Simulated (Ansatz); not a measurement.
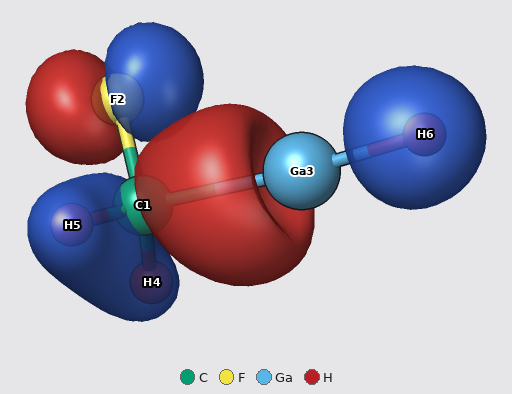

Figure. CH3FGa (SMILES F[CH2][GaH+]) (charge +1). The HOMO at ±0.15 Å⁻³ᐟ² (red and blue are the two phases), seen at a tilt.

Geometry: PBE0-D3(BJ)/pcseg-1.

Theory: isolated molecule in a Gaussian basis; Kohn-Sham density functional theory, functional PBE0 in Ansatz.

Input

```
basis:
  gaussian: {orbitals: def2-TZVPD}
crystal:
  periodic: [false, false, false]
  atoms:
    - symbol: C
      position_ang: [-1.089528, 0.416775, 0.171447]
    - symbol: F
      position_ang: [-0.558757, 1.574690, 0.668100]
    - symbol: Ga
      position_ang: [0.503200, -0.692571, -0.212829]
    - symbol: H
      position_ang: [-1.656449, 0.612838, -0.747930]
    - symbol: H
      position_ang: [-1.729099, -0.069150, 0.919726]
    - symbol: H
      position_ang: [1.806263, -1.463502, -0.471324]
total_charge: 1
hamiltonian: {xc: {name: PBE0}}
output: {forces: true, orbitals: {seedname: orbitals}}
```

Command:

```sh
ansatz run input.yaml --threads 1 --pin off --max-ram 2610MiB --events-out events.jsonl --progress --plain --runs-dir runs
```

Describe this orbital and give its energy.

It lies mainly on F2 (about 30 %), C1 (about 25 %), Ga3 (about 25 %) and H6 (about 10 %). Its energy is −14.51 eV.
